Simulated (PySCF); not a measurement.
C$_{6}$H$_{13}$FOSi$_{2}$

The calculation's input:

```
{"job": {"kind": "nmr", "xc": "PBE0", "basis": "pcSseg-1"}, "charge": 0, "multiplicity": 1}
C     -2.347778     1.907387    -0.532753
C     -1.997316     0.827465     0.143064
C     -0.852471    -0.053776    -0.204218
C     -1.186664    -1.539809    -0.116144
F     -1.979087    -1.930761    -1.182337
C      0.108153    -2.347728    -0.111398
C      1.022160    -1.770370     0.971652
Si     0.653570     0.098785     0.968997
O      1.849015     0.981882     0.338724
Si     2.588131     2.128407    -0.552571
H     -1.822032     2.212500    -1.422793
H     -3.170712     2.530273    -0.227543
H     -2.542928     0.543197     1.034300
H     -0.535643     0.159304    -1.229902
H     -1.778535    -1.749110     0.784345
H      0.573619    -2.241046    -1.093354
H     -0.102221    -3.406932     0.046488
H      0.763805    -2.204959     1.936803
H      2.060302    -2.030096     0.776999
H      0.340518     0.681678     2.271580
H      1.887925     3.389594    -0.322391
H      2.507621     1.710148    -1.951010
H      3.955815     2.130953    -0.043522
```

Launched as:

```sh
OMP_NUM_THREADS=1 python probes_run.py task.json out
```

Geometry: GFN2-xTB.

Computed with PySCF 2.14.0, PBE0/pcSseg-1, SCF density, gas phase, non-relativistic.

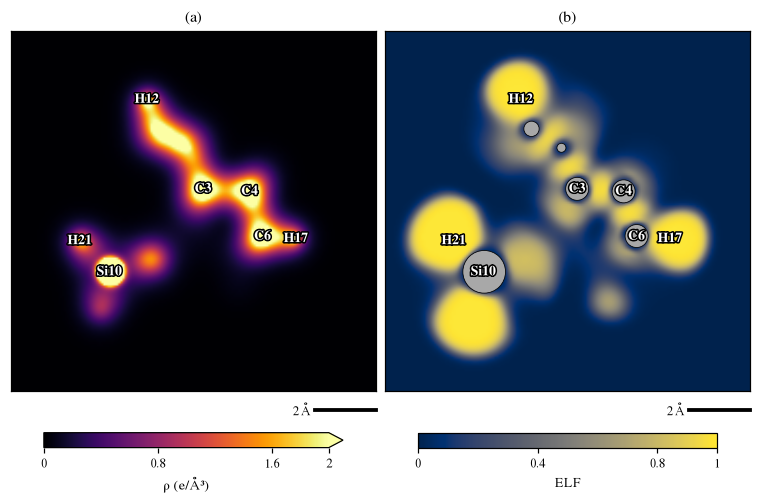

Figure 1. (a) electron density; (b) electron localisation function on the plane of atoms C3, C4 and C6. Grey discs cover the atomic cores in the ELF map.

Interpret the plot.

The section cuts through C, Si and H sites. C–H (1.09 Å): the density is about 2 e/Å³ at the midpoint; the ELF climbs to about 1 towards the hydrogen, as it does in any bond to H (a covalent bond by its length). C–C (1.53 Å): ρ at the midpoint is about 1.7 e/Å³; the ELF peaks at about 0.95 between the atoms (a covalent bond).

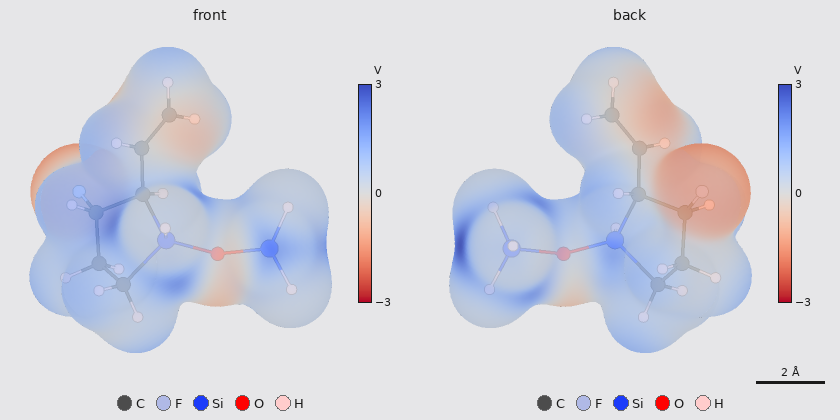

Figure 2. The electrostatic potential painted on the density surface at 0.004 e/bohr³, seen from the front and from behind; red is negative and blue positive.

Describe the electrostatic potential map.

The most negative region (about −1.4 V) lies over F5, the most positive (about +2.5 V) over Si10.

What dipole moment does the calculation give?

Its dipole moment is 2.00 D.
